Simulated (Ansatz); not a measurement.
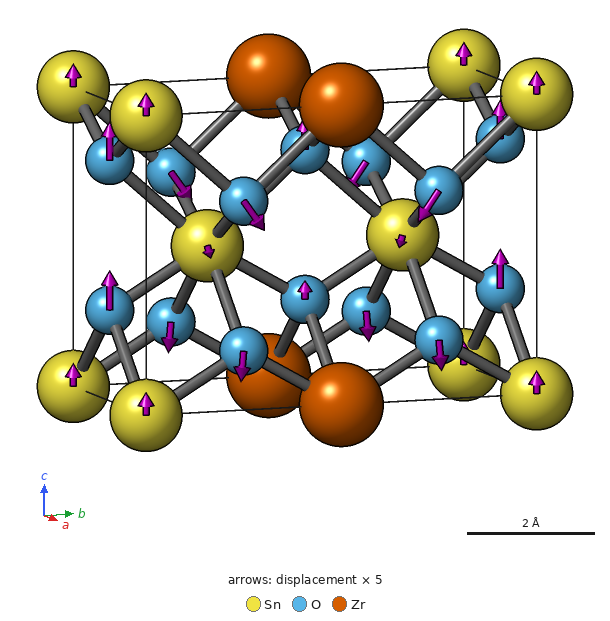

A relaxation of crystalline ZrSn$_{3}$O$_{8}$ (built on the tetragonal host type). The starting structure is drawn; purple arrows show the displacements (the part carried along by the change of the cell is left out), 5 times their true length.

A ball-and-stick model of the cell of the calculation, seen slightly off an axis.

These are results of DFT, PBE, plane waves, PAW in Ansatz, not measurements.

Input
```yaml
crystal:
  lattice:
    - [3.29601972, 0.0, 0.0]
    - [0.0, 6.59203945, 0.0]
    - [0.0, 0.0, 4.79102416]
  atoms:
    - { symbol: Sn, position: [0.5, 0.25, 0.5] }
    - { symbol: Sn, position: [0.0, 0.0, 0.0] }
    - { symbol: O, position: [0.5, 0.0, 0.30279212] }
    - { symbol: O, position: [0.0, 0.25, 0.19720788] }
    - { symbol: O, position: [0.0, 0.25, 0.69720788] }
    - { symbol: O, position: [0.5, 0.0, 0.80279212] }
    - { symbol: Sn, position: [0.5, 0.75, 0.5] }
    - { symbol: Zr, position: [0.0, 0.5, 0.0] }
    - { symbol: O, position: [0.5, 0.5, 0.30279212] }
    - { symbol: O, position: [0.0, 0.75, 0.19720788] }
    - { symbol: O, position: [0.0, 0.75, 0.69720788] }
    - { symbol: O, position: [0.5, 0.5, 0.80279212] }
kpoints:
  mp_grid: { grid: [8, 4, 6] }
hamiltonian:
  xc: pbe
scf:
  occupations: { method: fermi_dirac, width: 0.02 }
relax:
  f_tol: 0.005
  cell: {}
```

Atoms of which element are displaced furthest, and by how much?

Oxygen: up to 0.13 Å, against 0.08 Å for tin.

What did the optimiser do to the structure, and how much energy did it gain?

O3 moves most relative to the cell: 0.13 Å along +c. By element the largest moves are O 0.13 Å, Sn 0.08 Å, Zr 0.02 Å. The volume changes by +37.0 %, with a 3.296 → 3.538 Å (+7.3 %), b 6.592 → 7.346 Å (+11.4 %), c 4.791 → 5.488 Å (+14.5 %). Some distances before and after: Sn2–O11 2.196 → 2.650 Å, O6–Sn7 2.196 → 2.602 Å, Sn1–O12 2.196 → 2.573 Å, O5–Zr8 2.196 → 2.483 Å. Bond angles that change, for instance: Sn1–O3–Sn7 120.3° → 127.6°, O4–Sn2–O10 120.3° → 127.3°, Sn1–O12–Sn7 97.3° → 90.3°. The space group stays Pmm2 (No. 25). Over 14 accepted moves (18 points after the start) the energy falls by 9.208 eV per cell of the calculation. The largest force component goes from 1.6 to 0.0018 eV/Å. The pressure goes from 108.12 to 0.01 GPa. The line search rejected the trial step at point 7 of the run. The SCF was repeated 3 times at an unchanged geometry on a basis and grid sized afresh for the cell, which shifted the energy by 0.754 eV per cell of the calculation at most.
